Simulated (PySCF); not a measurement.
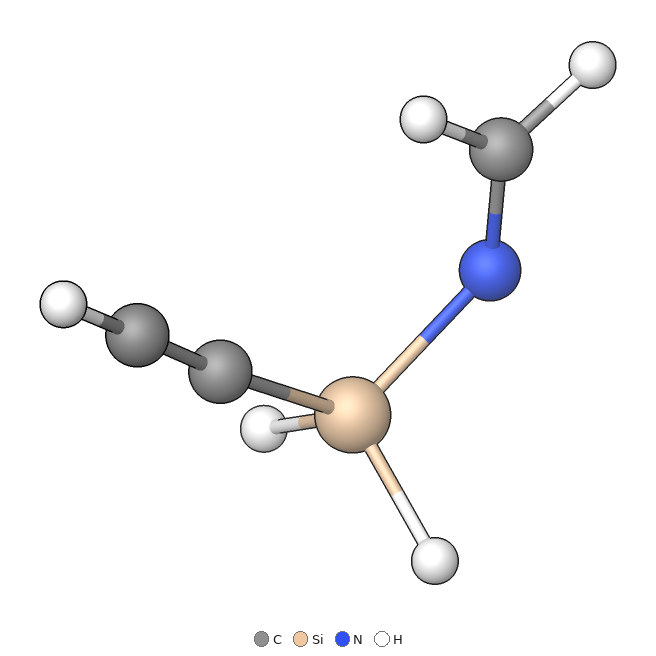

The picture shows a molecular structure as a ball-and-stick model.

The computed structure is the end point of a PBE0-D3(BJ)/def2-SVP optimisation. No frequency run is at hand to confirm it as a minimum.

What does the picture show?

It has 10 atoms: 3 carbon, 5 hydrogen, 1 nitrogen and 1 silicon (C₃H₅NSi). As SMILES it reads `C#C[SiH2]N=C`. It has no ring. Among its groups: alkyne, imine, Si–H bond, Si–N bond. This geometry has Cs symmetry. Coordination: 2 C linear; 1 Si tetrahedral; 1 N bent; 1 C trigonal planar.

More results for the same structure follow; atom numbers are the same in all pictures, views and colours differ.

### Geometry

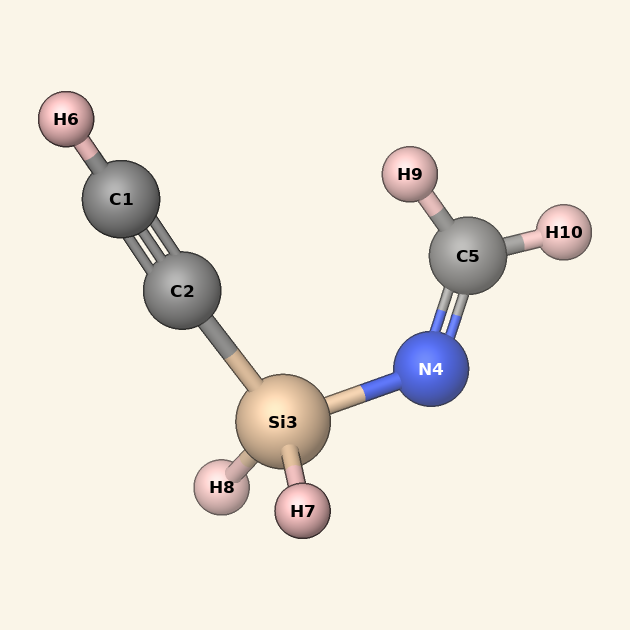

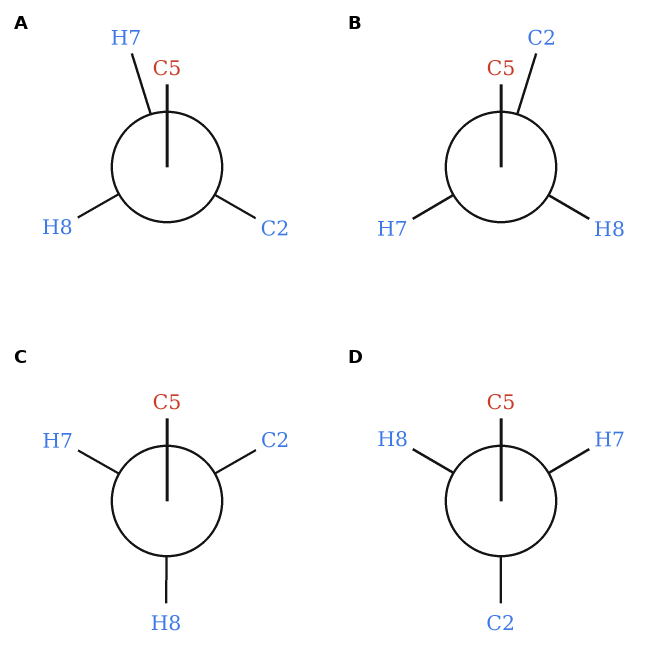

Depth is shown by fading: the farther an atom, the more it takes the colour of the background. Bonds that would overlap in a projection are set slightly apart. No frequency run is at hand to confirm it as a minimum.

> Which Newman projection shows the view along N4–Si3, with N4 in front?

B. The torsion angle C5–N4–Si3–C2 is 0°, synperiplanar (eclipsed).

### Bond orders

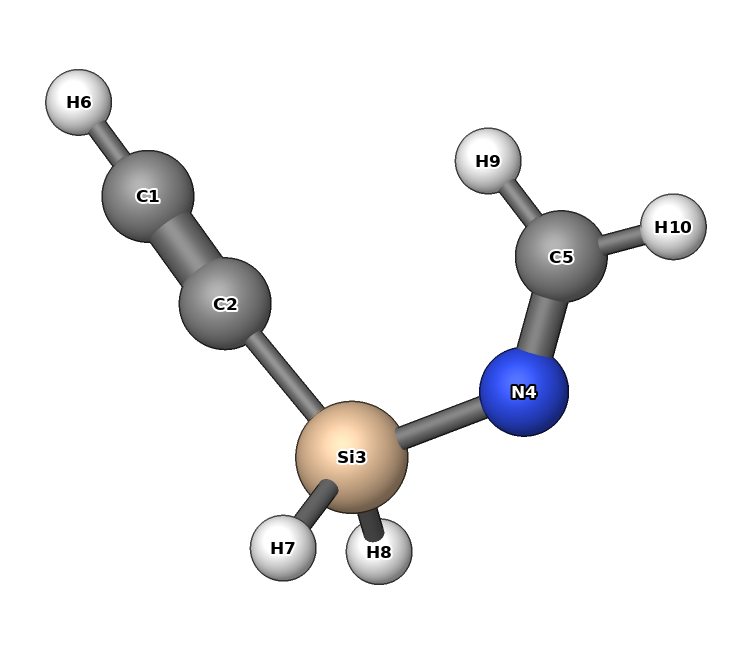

The thickness of each stick grows with its Mayer bond order. No frequency run is at hand to confirm it as a minimum. Level of theory: PBE0/def2-TZVP (PySCF 2.14.0).

List the Mayer bond orders of C1–C2, C1–H6, C2–Si3, Si3–N4, Si3–H7, N4–C5, C5–H9, C5–H10 (one bond of each equivalent set).

```tsv
bond	Mayer order	length (Å)
C1–C2	2.72	1.218
C1–H6	0.98	1.076
C2–Si3	0.96	1.841
Si3–N4	1.10	1.751
Si3–H7	0.94	1.488
N4–C5	1.96	1.262
C5–H9	0.93	1.111
C5–H10	0.93	1.106
```

### Dipole moment

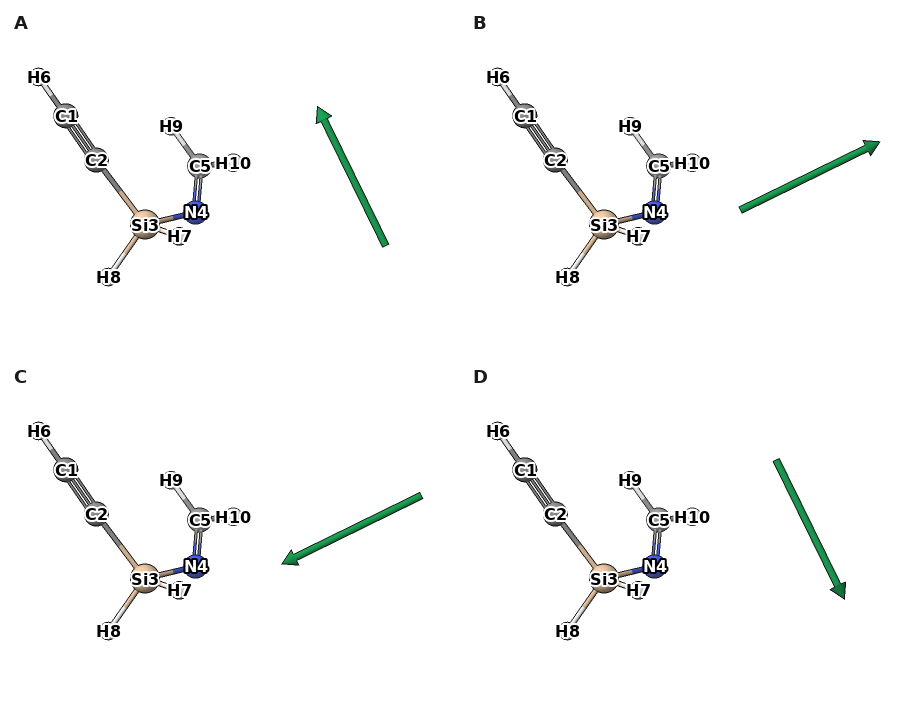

The same molecule four times, each with an arrow. No frequency run is at hand to confirm it as a minimum. Level of theory: PBE0/pcSseg-0, gas phase (PySCF 2.14.0).

> Which arrow points along the dipole moment, from the negative to the positive end?

A. The dipole moment is 2.24 D; it points from the side of H7, H8 to the side of H6 (the outermost atoms at the two ends).

### NMR shielding

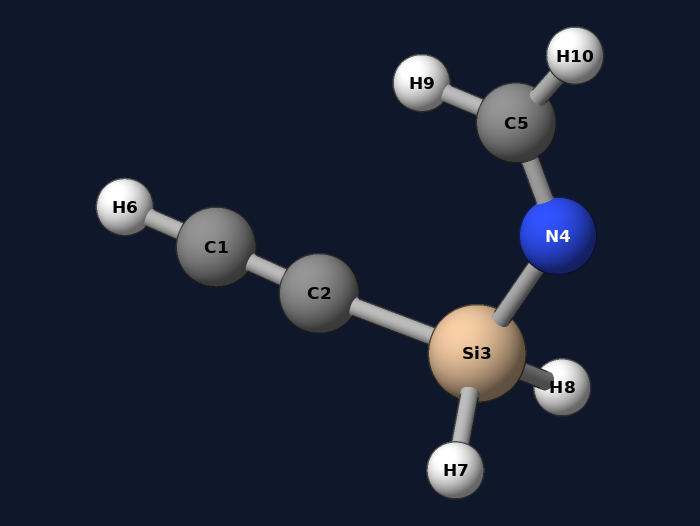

No frequency run is at hand to confirm it as a minimum. Level of theory: GIAO PBE0/cc-pVTZ NMR shielding, non-relativistic, gas phase (PySCF 2.14.0). Principal shieldings σ11 ≤ σ22 ≤ σ33, span Ω = σ33 − σ11, skew κ = 3(σiso − σ22)/Ω.

Give the shielding tensors of the N atoms.

| atom | σ11 | σ22 | σ33 | σiso | Ω | κ |
| --- | --- | --- | --- | --- | --- | --- |
| N4 | −512.5 | −167.6 | 286.9 | −131.0 | 799.4 | 0.14 |

Shieldings and span in ppm.
